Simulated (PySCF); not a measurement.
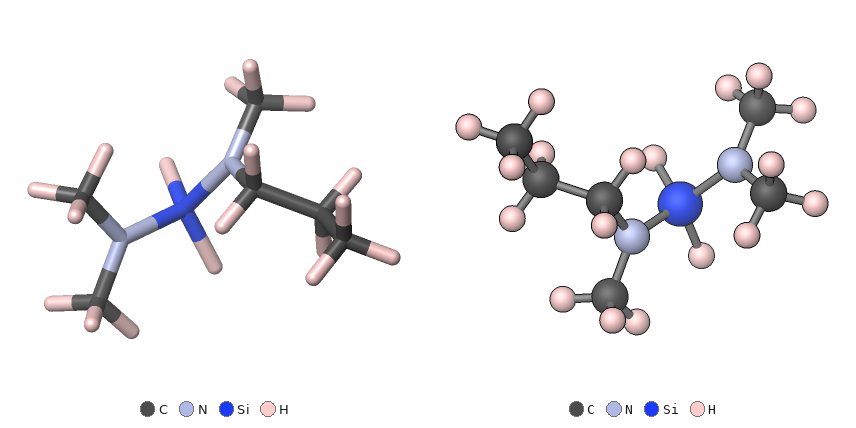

The same structure drawn twice, from different directions.

The geometry was computed by an optimisation with PBE0-D3(BJ)/def2-SVP. No frequency run is at hand to confirm it as a minimum.

Which formula does it have?

C6H18N2Si, 27 atoms: 6 carbon, 18 hydrogen, 2 nitrogen and 1 silicon.

Count the bonded pairs by element.

16 C–H, 4 C–N, 2 C–C, 2 N–Si, 2 Si–H.

Does it have rings?

It has no ring.

Name some functional groups or characteristic bonds that it holds.

Among them: Si–H bond, Si–N bond.

Which point group does it belong to?

C1.

More results for the same structure follow; atom numbers are the same in all pictures, views and colours differ.

## Shape

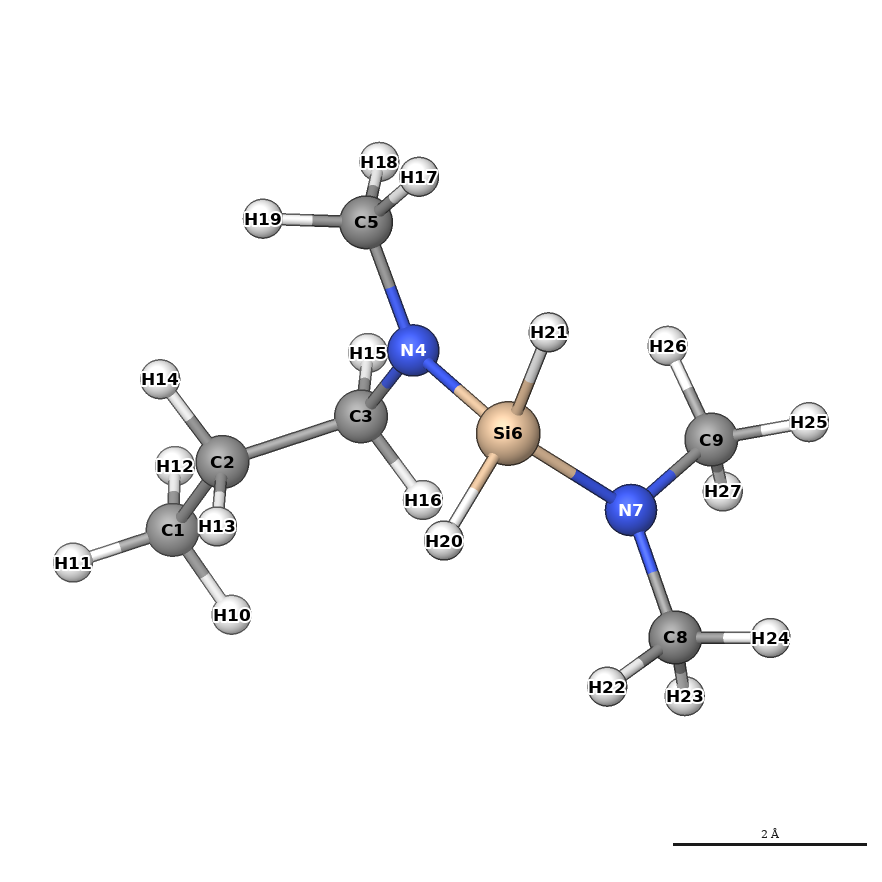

No frequency run is at hand to confirm it as a minimum.

How are the neighbours of atom 6 arranged?

Si6 has 4 neighbours (N4 at 1.73, N7 at 1.73, H20 at 1.50, H21 at 1.50 Å); the arrangement is tetrahedral.

How are the neighbours of atom 1 arranged?

C1 has 4 neighbours (C2 at 1.52, H10 at 1.10, H11 at 1.10, H12 at 1.10 Å); the arrangement is tetrahedral.

Describe the coordination of atom 9.

C9 has 4 neighbours (N7 at 1.44, H25 at 1.11, H26 at 1.10, H27 at 1.11 Å); the arrangement is tetrahedral.

How are the neighbours of atom 2 arranged?

C2 has 4 neighbours (C1 at 1.52, C3 at 1.53, H13 at 1.10, H14 at 1.10 Å); the arrangement is tetrahedral.

What is the dihedral angle N4–Si6–N7–C9?

52° in size, that is gauche.

## NMR shielding

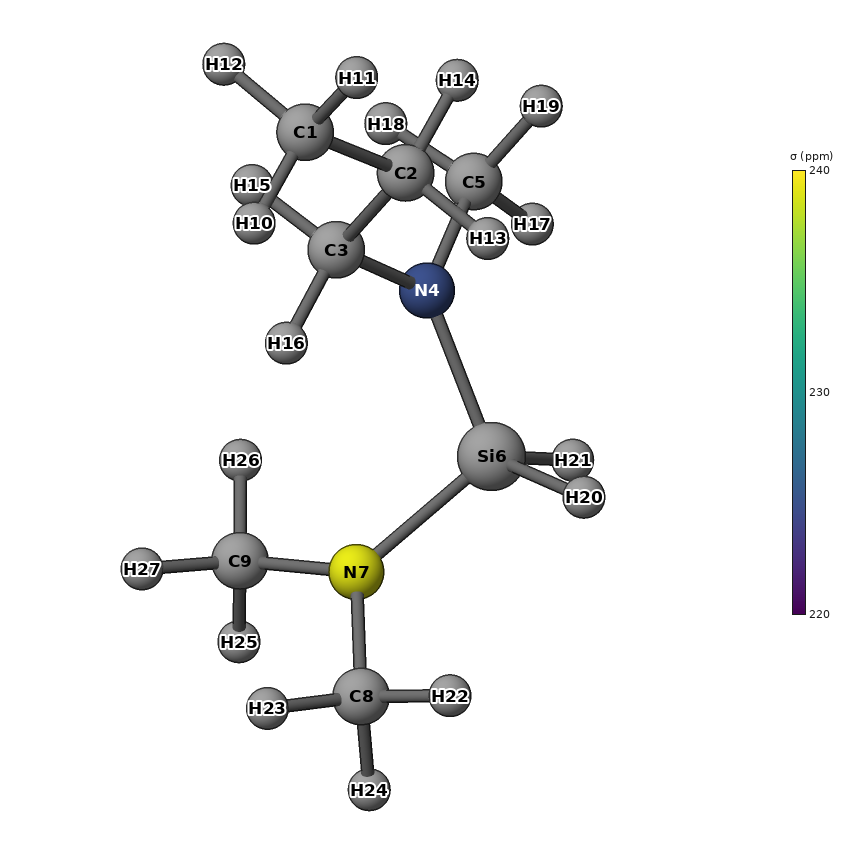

Atoms are coloured by their isotropic NMR shieldings (N only, the others grey). No frequency run is at hand to confirm it as a minimum. Level of theory: GIAO PBE0/pcSseg-1 NMR shielding, non-relativistic, IEF-PCM tetrahydrofuran (PySCF 2.14.0).

List the isotropic NMR shieldings of the N atoms.

```tsv
atom	σ (ppm)
N4	224.9
N7	239.1
```

## Quadrupole coupling

No frequency run is at hand to confirm it as a minimum. Electric field gradients from the ground-state density, PBE0/pcSseg-1 in chloroform (IEF-PCM) (PySCF 2.14.0), non-relativistic apart from any core potentials.

Give the largest field-gradient component, the quadrupole coupling constant and the asymmetry for 14N at N4 (Q = 20.44 mb), 14N at N7 (Q = 20.44 mb), 2H at H10 (Q = 2.86 mb), 2H at H11 (Q = 2.86 mb), 2H at H12 (Q = 2.86 mb), 2H at H13 (Q = 2.86 mb).

```
atom  V_zz (a.u.)  e²qQ/h (MHz)     η
  N4       −1.094         −5.26  0.37
  N7       −1.105         −5.31  0.37
 H10        0.289         0.194  0.02
 H11        0.294         0.198  0.02
 H12        0.289         0.194  0.02
 H13        0.284         0.191  0.02
```

## Electronic properties

No frequency run is at hand to confirm it as a minimum. Method: PBE0/pcSseg-1 in chloroform (IEF-PCM) (PySCF 2.14.0).

What does the calculation give?

- dipole moment: 1.00 D
- HOMO energy (Kohn–Sham orbital): −6.13 eV
- LUMO energy (Kohn–Sham orbital): 1.28 eV
- HOMO–LUMO gap: 7.41 eV

## Charges

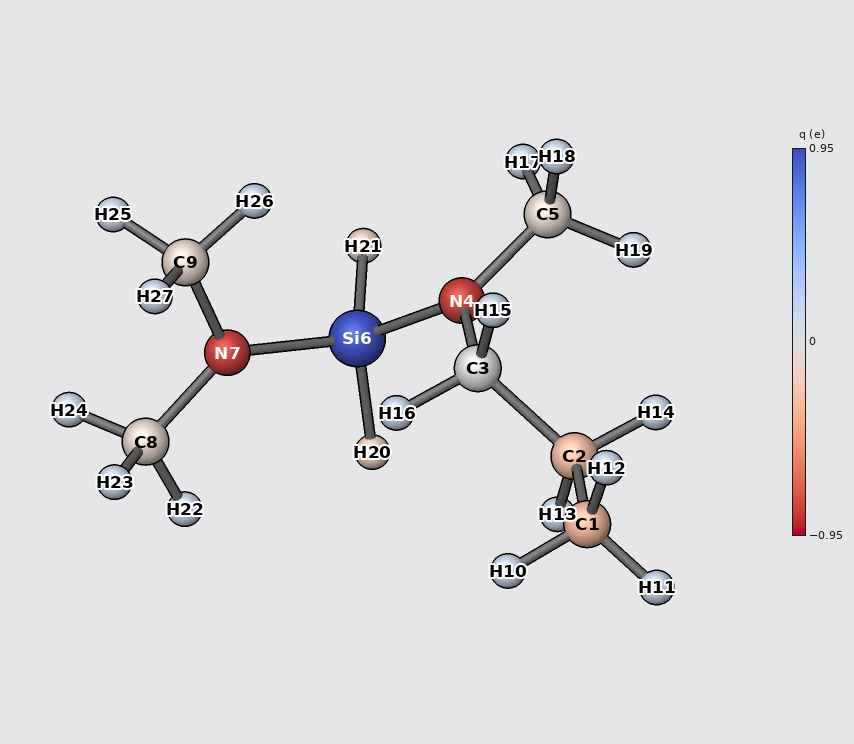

Atoms are coloured by their Mulliken charges. No frequency run is at hand to confirm it as a minimum. Level of theory: PBE0/pcSseg-1 in chloroform (IEF-PCM) (PySCF 2.14.0).

Which atom carries the highest charge (most positive or least negative)?

Si6 (0.91 e).

And the lowest?

N4, N7 (−0.81 e).

Give the Mulliken charges atom by atom.

| atom | value (e) |
| --- | --- |
| C1 | −0.30 |
| C2 | −0.27 |
| C3 | −0.01 |
| N4 | −0.81 |
| C5 | −0.07 |
| Si6 | 0.91 |
| N7 | −0.81 |
| C8 | −0.08 |
| C9 | −0.08 |
| H10 | 0.11 |
| H11 | 0.12 |
| H12 | 0.11 |
| H13 | 0.12 |
| H14 | 0.12 |
| H15 | 0.11 |
| H16 | 0.12 |
| H17 | 0.12 |
| H18 | 0.10 |
| H19 | 0.11 |
| H20 | −0.15 |
| H21 | −0.15 |
| H22 | 0.12 |
| H23 | 0.11 |
| H24 | 0.10 |
| H25 | 0.11 |
| H26 | 0.12 |
| H27 | 0.11 |

Mulliken values depend strongly on the basis set and can even reverse the polarity of a bond.
